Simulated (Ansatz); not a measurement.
# Calculations on Si$_{2}$H$_{4}$O$_{3}$

**1. Relaxation**

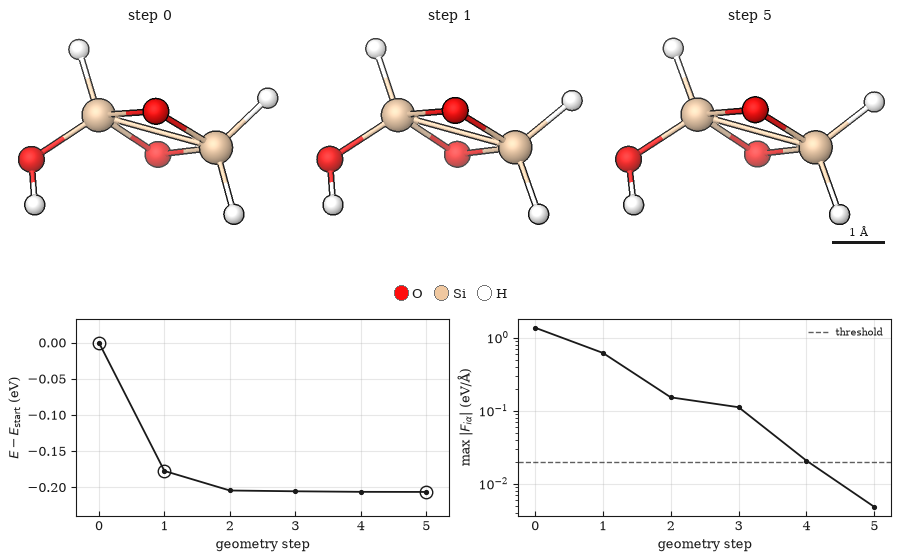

Frames of a relaxation of Si₂H₄O₃, marked on the history of the run. Style: ball-and-stick. Shown at a tilt.

The run prepares an end point of a later path (hydrogen shift) calculation, from a guessed geometry.

Computed with RKS PBE0-D4/def2-SVP (Ansatz 0.2.0).

The input:
```yaml
crystal:
  periodic: [false, false, false]
  atoms:
    - { symbol: O, position_ang: [-0.29719, 1.95397, -0.95097] }
    - { symbol: Si, position_ang: [0.50664, 0.61984, -0.57784] }
    - { symbol: O, position_ang: [-0.31828, -0.80973, -0.8318] }
    - { symbol: Si, position_ang: [-0.21955, -1.21874, 0.78015] }
    - { symbol: O, position_ang: [0.54742, 0.23605, 1.04676] }
    - { symbol: H, position_ang: [-1.18491, 2.1006, -0.62794] }
    - { symbol: H, position_ang: [1.80051, 0.6554, -1.19323] }
    - { symbol: H, position_ang: [0.69813, -2.31666, 0.96895] }
    - { symbol: H, position_ang: [-1.53277, -1.22073, 1.38594] }
basis:
  gaussian: { orbitals: def2-SVP }
hamiltonian:
  xc: pbe0
  dispersion: d4
relax:
  f_tol: 0.02
  max_steps: 50
```

Run as
```bash
ansatz run input.yaml --threads 2 --pin off --max-ram 3072MiB --backend cpu --events-out ev --progress --plain --runs-dir out
```

Q: Describe the path.

A: After 5 geometry steps the energy has fallen by 0.206 eV. The largest force component goes from 1.4 to 0.0048 eV/Å. H8 moves most after the best rigid fit: 0.15 Å. Largest moves by element: H 0.15 Å, O 0.05 Å, Si 0.02 Å. Near-neighbour distances that change, for instance: Si4–H8 1.443 → 1.485 Å, Si4–H9 1.446 → 1.487 Å, Si2–H7 1.433 → 1.472 Å, O1–Si2 1.602 → 1.637 Å. Bond angles that change, for instance: H8–Si4–H9 121.4° → 111.1°, Si2–Si4–H8 117.7° → 123.6°, Si2–Si4–H9 120.9° → 125.3°. From step 0 to 1: H8 moves most (0.10 Å), energy −0.177 eV. From step 1 to 5: H atoms move most (0.05 Å), energy −0.029 eV.

| step | E − E(0), eV | largest force component, eV/Å |
| --- | --- | --- |
| 0 | 0.0000 | 1.3624 |
| 1 | -0.1774 | 0.6150 |
| 2 | -0.2045 | 0.1518 |
| 3 | -0.2056 | 0.1112 |
| 4 | -0.2063 | 0.0206 |
| 5 | -0.2065 | 0.0048 |

**2. Relaxation**

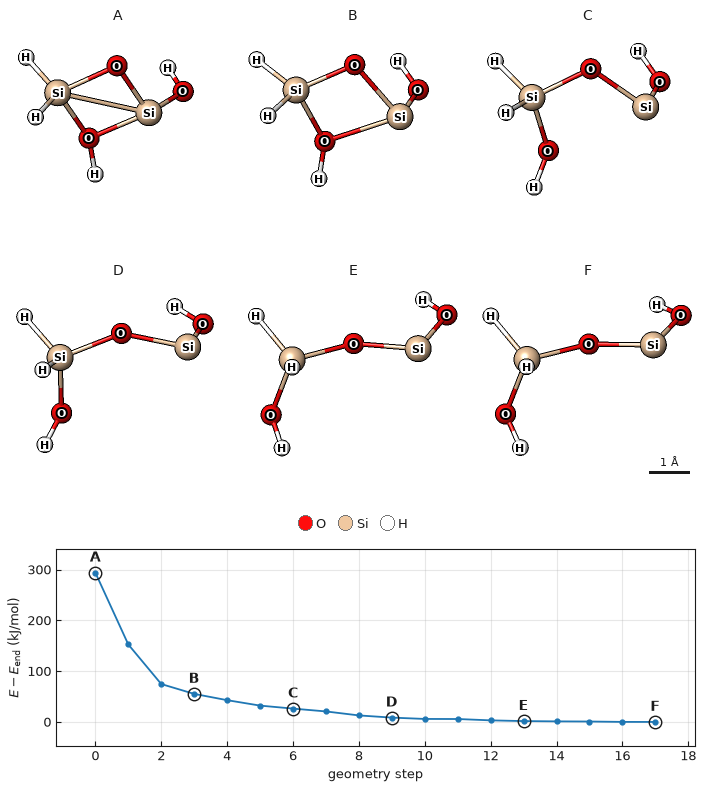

Frames of a relaxation of Si2H4O3, marked on the history of the run. Style: ball-and-stick. Shown at a tilt.

The run prepares an end point of a later path (hydrogen shift) calculation, from a guessed geometry.

Level of theory: RKS PBE0-D4/def2-SVP (Ansatz 0.2.0).

The input:
```yaml
crystal:
  periodic: [false, false, false]
  atoms:
    - { symbol: O, position_ang: [-0.29719, 1.95397, -0.95097] }
    - { symbol: Si, position_ang: [0.50664, 0.61984, -0.57784] }
    - { symbol: O, position_ang: [-0.31828, -0.80973, -0.8318] }
    - { symbol: Si, position_ang: [-0.21955, -1.21874, 0.78015] }
    - { symbol: O, position_ang: [0.54742, 0.23605, 1.04676] }
    - { symbol: H, position_ang: [-1.18491, 2.1006, -0.62794] }
    - { symbol: H, position_ang: [-0.30794, -0.98521, -1.80607] }
    - { symbol: H, position_ang: [0.69813, -2.31666, 0.96895] }
    - { symbol: H, position_ang: [-1.53277, -1.22073, 1.38594] }
basis:
  gaussian: { orbitals: def2-SVP }
hamiltonian:
  xc: pbe0
  dispersion: d4
relax:
  f_tol: 0.02
  max_steps: 50
```

Launched with:
```bash
ansatz run input.yaml --threads 2 --pin off --max-ram 3072MiB --backend cpu --events-out ev --progress --plain --runs-dir out
```

> What happens along the run?

The atom that moves furthest after the best rigid fit is O3 (1.44 Å). By element the largest moves are O 1.44 Å, H 1.34 Å, Si 1.08 Å. Some distances before and after: Si2–O3 1.670 → 4.156 Å, Si2–H7 2.179 → 4.234 Å, Si2–Si4 2.398 → 3.184 Å, O1–Si2 1.602 → 1.661 Å. Bonds break, among them: Si2–O3 (1.67 → 4.16 Å). Bond angles that change, for instance: Si2–O5–Si4 91.9° → 144.4°, Si4–O3–H7 155.2° → 117.4°, O3–Si4–O5 88.2° → 111.3°. Groups turn about Si4–O5 by about 100°, Si2–O5 by about 65°, O1–Si2 by about 50°. The energy falls by 294.0 kJ/mol in 17 geometry steps. Largest force component: 8.2 eV/Å at the start, 0.016 eV/Å at the end. From step 0 to 3: Si2 moves most (0.44 Å), energy −238.8 kJ/mol. From step 3 to 6: H7 moves most (0.59 Å), energy −29.0 kJ/mol. From step 6 to 9: H7 moves most (0.52 Å), energy −17.7 kJ/mol. From step 9 to 13: O3 moves most (0.62 Å), energy −6.86 kJ/mol. From step 13 to 17: H7 moves most (0.16 Å), energy −1.69 kJ/mol.

**3. Path**

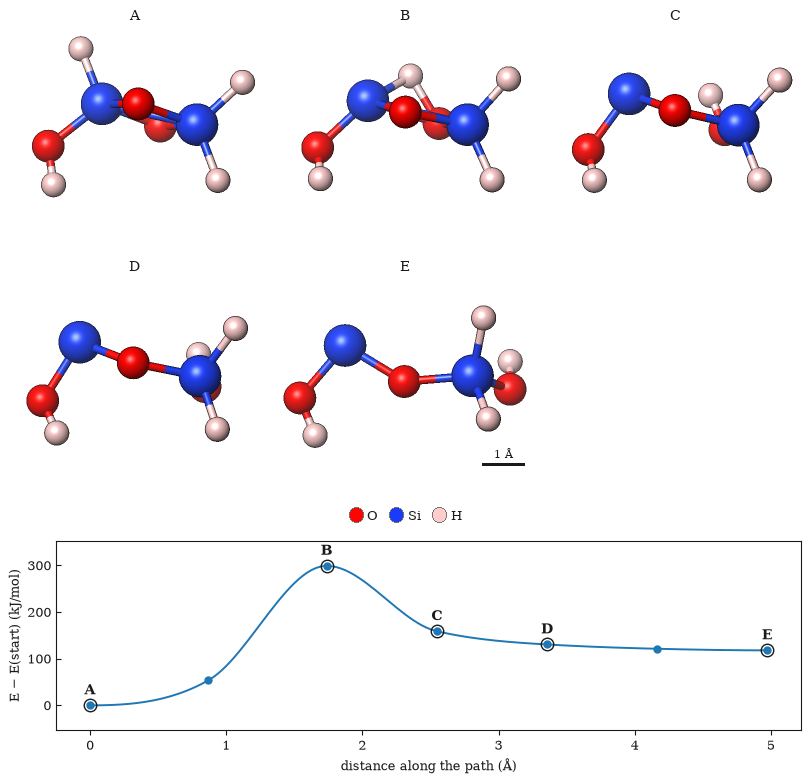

A nudged-elastic-band calculation for Si$_{2}$H$_{4}$O$_{3}$. Images are numbered from 0 (start) to 6 (end). Frames A to E are images 0, 2, 3, 4, 6. A ball-and-stick model, seen at a tilt.

Theory: RKS PBE0-D4/def2-SVP (Ansatz 0.2.0). Run with 5 movable images; climbing image; force threshold 0.05 eV/Å; iteration limit 60; starting path through a guess of the saddle point.

### What happens along the path, and what is the barrier?

The energy climbs by 299.1 kJ/mol to image 2 and then falls by 181.2 kJ/mol, so the end point sits at +117.9 kJ/mol. Breaking: H–Si (1.47 → 4.23 Å), O–Si (1.70 → 4.16 Å). Forming: H–O (2.68 → 0.96 Å). The band converged in 13 iterations. The largest component of the band force went from 19 to 0.038 eV/Å. The climbing image converged on the top of the path. Its vibrational analysis gives one imaginary mode (1493i cm⁻¹), as a transition state must have.

Cost: 85 s on 2 threads of Intel(R) Xeon(R) 6975P-C (Granite Rapids), with other jobs on the host, peak memory 0.23 GiB.
